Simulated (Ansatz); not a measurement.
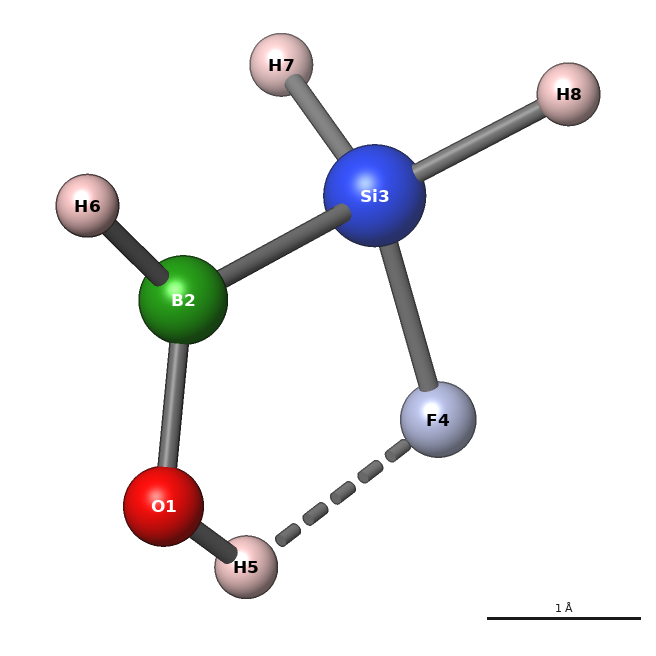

Broken lines mark hydrogen bonds. Computed geometry: PBE-D4/def2-SVP optimisation. No frequency run is at hand to confirm it as a minimum.

Give donor, acceptor, H···A distance and D–H···A angle of each hydrogen bond.

```tsv
D–H···A	D–H (Å)	H···A (Å)	angle (°)	kind
O1–H5···F4	0.98	2.13	129	intramolecular
```
